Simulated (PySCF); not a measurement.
HClTe, SMILES Cl[TeH] at its B3LYP/def2-SVP optimised geometry (Å):

```
3

Te    -1.1379    -0.8360     0.0000
H     -1.2616     0.8360     0.0000
Cl     1.2616    -0.8360     0.0000
```

Computed with B3LYP/def2-TZVP, def2 effective core potentials past Kr run with PySCF. The core electrons that the potentials of Te replace are not part of the density. Cells within 0.4 Å of a nucleus heavier than hydrogen are left out (blank, or x).

Map of the electron localisation function on the plane z = 0.0 Å:

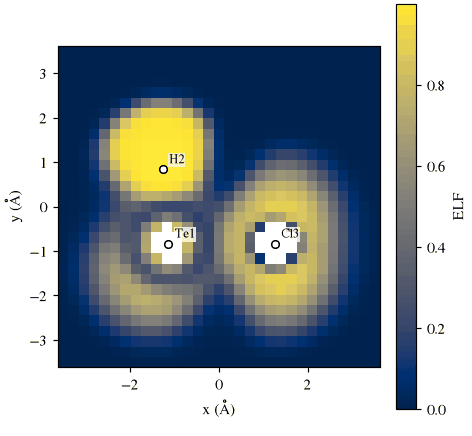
*Electron localisation function on the plane z = 0.0 Å.*
